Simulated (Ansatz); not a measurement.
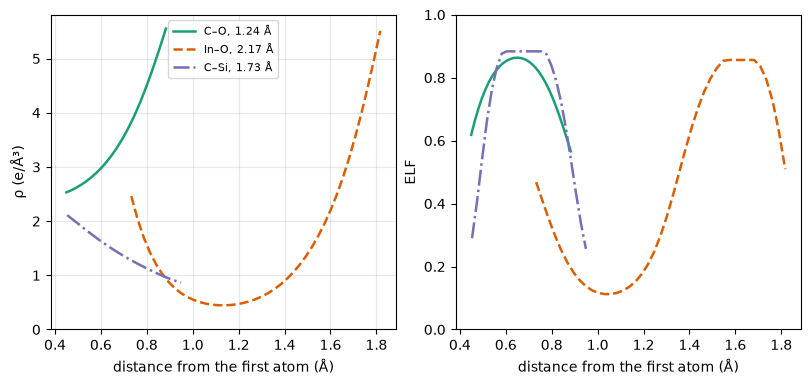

Figure. CInOSi (doublet). Electron density and electron localisation function along straight lines between neighbouring atoms. The curves leave out the atomic cores.

Geometry: B3LYP-D3(BJ)/def2-SVP; core potentials replace the inner electrons of In.

Computed with isolated molecule in a Gaussian basis; Kohn-Sham density functional theory, functional PBE0 (Ansatz 0.2.0).

Compare the contacts.

Answer. C–O (1.24 Å): ρ is about 3.1 e/Å³ halfway; the ELF peaks at about 0.85 between the atoms: a polar covalent bond.
In–O (2.17 Å): ρ at the midpoint is about 0.46 e/Å³; the ELF peaks at about 0.85 in the valence shell of O, 0.6 Å from its nucleus, and drops to about 0.10 between the two atoms.
C–Si (1.73 Å): ρ at the midpoint is about 1 e/Å³; the ELF peaks at about 0.90 between the atoms; a covalent bond.
